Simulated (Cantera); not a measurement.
Input: 1 mol MgO, 0.21 mol Br₂, equilibrated at 13300 Pa.

These are equilibrium values from Cantera (NASA tables, ideal gas, pure condensed phases), not measurements of a reactor. Candidate condensed phases: Br₂, Mg, MgBr₂, MgO; 10 gas species. Equilibrium is a limit: real reactors are often held back by kinetics, nucleation or transport.

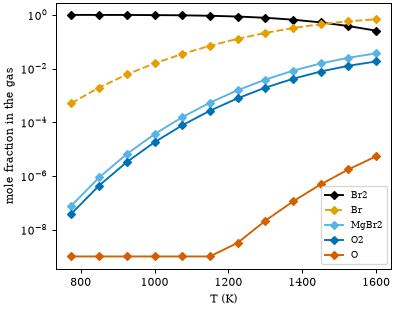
Equilibrium gas composition (values under 1e-9 drawn at 1e-9)

Question: Read off the mole fractions at 1375 K.

Answer: Br₂ about 0.66, Br about 0.32, MgBr₂ about 0.0083, O₂ about 0.0042, O about 1.1e-7.
